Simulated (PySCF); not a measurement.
**Run report: C4H8BFO2, excited-state calculation**

C4H8BFO2, computed with TDDFT BP86/cc-pVDZ, vertical, gas phase, core orbitals frozen in the response (PySCF 2.14.0).

The geometry comes from this level: GFN2-xTB. It belongs to a series of runs on one base structure; here: BP86/cc-pVDZ; 12 states.

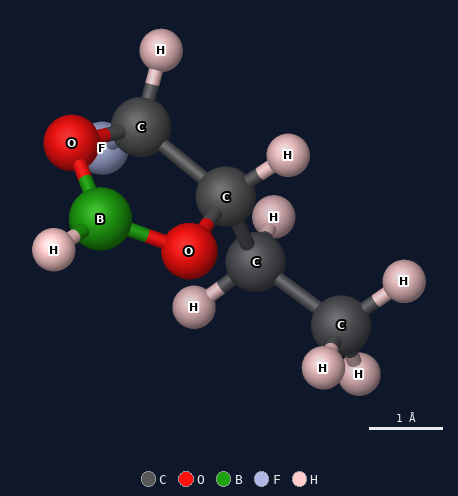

The input geometry (ball-and-stick view, seen at a tilt).

### Results in brief

| quantity | value |
| --- | --- |
| outcome | converged |
| total energy | −432.477846 hartree |
| HOMO | −7.10 eV |
| LUMO | −0.29 eV |
| dipole moment | 1.90 D |
| mean polarisability | 60.25 a.u. |
| lowest singlet excitation | 7.15 eV |
| hardware | 1 CPU thread, shared host |
| wall time | 63 s |
| peak memory | 0.51 GiB |

### Remarks

Settings chosen away from the usual ones: BP86/cc-pVDZ; 12 states.

### The input
```
{"job": {"kind": "uv", "xc": "BP86", "basis": "cc-pVDZ", "nstates": 12, "ntriplets": 5, "tda": false}, "charge": 0, "multiplicity": 1}
C      2.211692    -0.134909    -0.182233
C      0.943569     0.600554     0.230494
C     -0.245085    -0.355415     0.310046
O     -0.576890    -0.871312    -0.969494
B     -1.874535    -0.620776    -1.227378
O     -2.501495     0.025310    -0.192407
C     -1.565918     0.319177     0.776800
F     -1.422642     1.685652     0.856906
H      3.034723     0.567277    -0.284953
H      2.483144    -0.880253     0.562163
H      2.056367    -0.636840    -1.133496
H      1.074576     1.071399     1.206377
H      0.712194     1.380502    -0.496546
H     -0.003674    -1.205528     0.960727
H     -2.420543    -0.938706    -2.198029
H     -1.913082     0.002812     1.769613
```

The first line tells a small driver script what to run in PySCF; the rest is the geometry in Å.

Launch command:
```bash
OMP_NUM_THREADS=1 python <driver script> task.json out
```

### What the program printed
```
coarse grid: 13648 points
cycle   1  E = -432.2625586945  dE =  1.080e+00  |g| = 1.018e+00  |ddm| = 7.882e+00
cycle   2  E = -431.7631806693  dE =  4.994e-01  |g| = 1.915e+00  |ddm| = 3.695e+00
cycle   3  E = -432.4530474056  dE = -6.899e-01  |g| = 1.811e-01  |ddm| = 2.375e+00
cycle   4  E = -432.4586023234  dE = -5.555e-03  |g| = 1.001e-01  |ddm| = 3.730e-01
cycle   5  E = -432.4603361317  dE = -1.734e-03  |g| = 3.532e-02  |ddm| = 1.434e-01
cycle   6  E = -432.4605638063  dE = -2.277e-04  |g| = 1.052e-02  |ddm| = 5.503e-02
cycle   7  E = -432.4605881004  dE = -2.429e-05  |g| = 2.273e-03  |ddm| = 1.705e-02
cycle   8  E = -432.4605894431  dE = -1.343e-06  |g| = 6.842e-04  |ddm| = 3.954e-03
final grid: 133040 points
cycle   9  E = -432.4778305972  dE = -5.844e-05  |g| = 8.128e-03  |ddm| = 7.235e-02
cycle  10  E = -432.4778044606  dE =  2.614e-05  |g| = 1.366e-02  |ddm| = 3.374e-02
cycle  11  E = -432.4778449724  dE = -4.051e-05  |g| = 2.092e-03  |ddm| = 2.000e-02
cycle  12  E = -432.4778458992  dE = -9.268e-07  |g| = 5.455e-04  |ddm| = 3.258e-03
cycle  13  E = -432.4778459550  dE = -5.583e-08  |g| = 2.050e-04  |ddm| = 9.173e-04
cycle  14  E = -432.4778459629  dE = -7.896e-09  |g| = 4.140e-05  |ddm| = 2.839e-04
cycle  15  E = -432.4778459633  dE = -3.530e-10  |g| = 1.193e-05  |ddm| = 8.292e-05
```

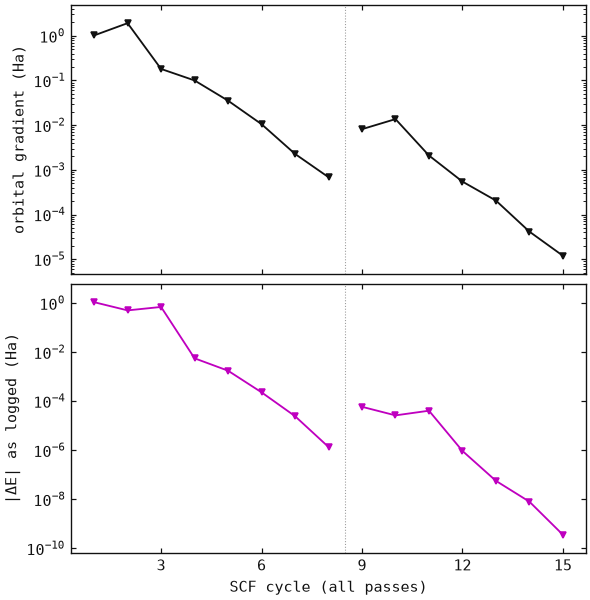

Convergence of the self-consistent field: orbital gradient and size of the energy change against the SCF cycle. The dotted line marks the change from a coarse to the final integration grid. The first 8 cycles use a coarse grid, the final grid takes over at cycle 9, and the field converges after 15 cycles in all.

```
converged SCF energy = -432.4778459633

Static polarisability (au): isotropic 60.246, principal 50.666 59.780 70.292

Singlet excitations
state   eV       nm        f      main configurations
  1   7.1484    173.4   0.02584   H->L 0.65, H-1->L 0.32
  2   7.4881    165.6   0.05063   H-1->L 0.65, H->L 0.27
  3   8.0097    154.8   0.00084   H-2->L 0.96
  4   8.2105    151.0   0.00774   H-3->L 0.68, H->L+1 0.24
  5   8.3212    149.0   0.00051   H->L+1 0.50, H-4->L 0.29, H-3->L 0.12
  6   8.4686    146.4   0.00173   H-4->L 0.52, H-5->L 0.32
  7   8.5938    144.3   0.00501   H-5->L 0.31, H-6->L 0.30, H-4->L 0.10
  8   8.6886    142.7   0.02130   H-1->L+1 0.76, H->L+2 0.12
  9   8.7362    141.9   0.00983   H->L+2 0.81, H->L+3 0.09, H-1->L+1 0.08
 10   8.7641    141.5   0.02526   H-6->L 0.62, H-5->L 0.16
 11   8.9961    137.8   0.01172   H->L+3 0.80
 12   9.2001    134.8   0.04624   H-1->L+2 0.92

Triplet excitations (Tamm-Dancoff, eV): 6.5064 7.0880 7.8028 7.9022 7.9927
```

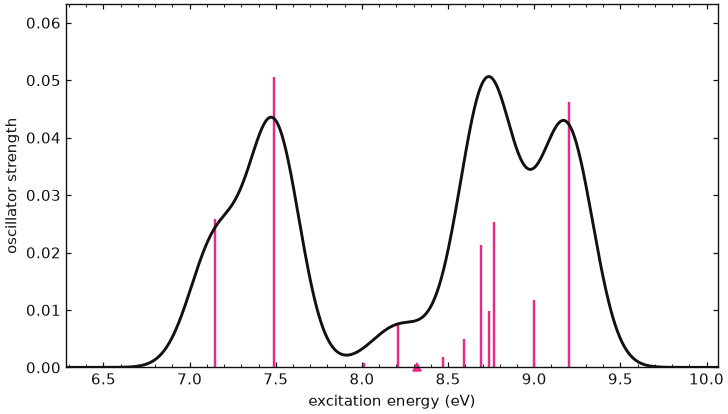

Computed excitations as sticks (degenerate states added up, dark ones marked on the axis), with a Gaussian envelope of 0.35 eV full width at half maximum, scaled to the tallest. Of the 12 states the lowest lies at 7.15 eV (f = 0.026); the strongest line is at 7.49 eV, or 166 nm (f = 0.051).

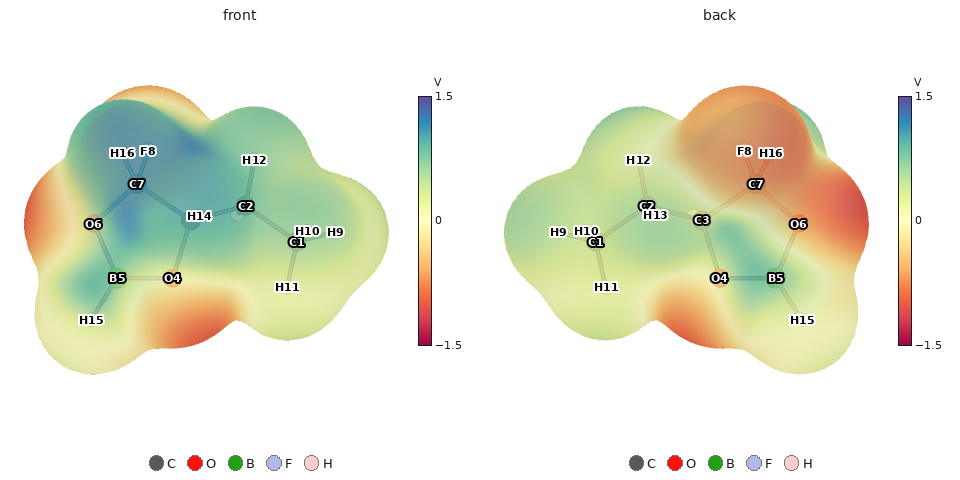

The electrostatic potential painted on the density surface at 0.002 e/bohr³, seen face on and from behind; the colour scale runs from red (negative) to blue (positive). Its dipole moment is 1.90 D.

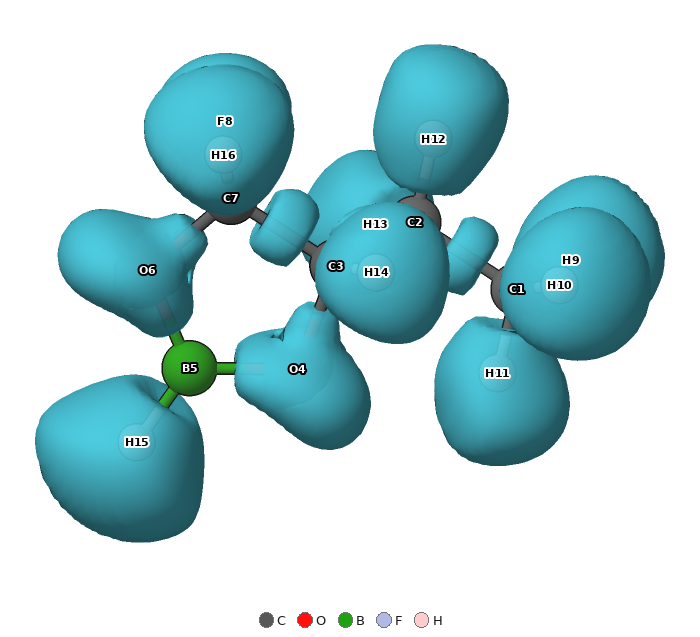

Isosurface of the ELF at 0.75 (cyan), seen at a tilt. Only the valence region is drawn (cores and ρ < 0.01 e/Å³ removed). Values along the shortest contacts: C–F (1.38 Å): the ELF peaks at about 0.85 between the atoms (a polar covalent bond).
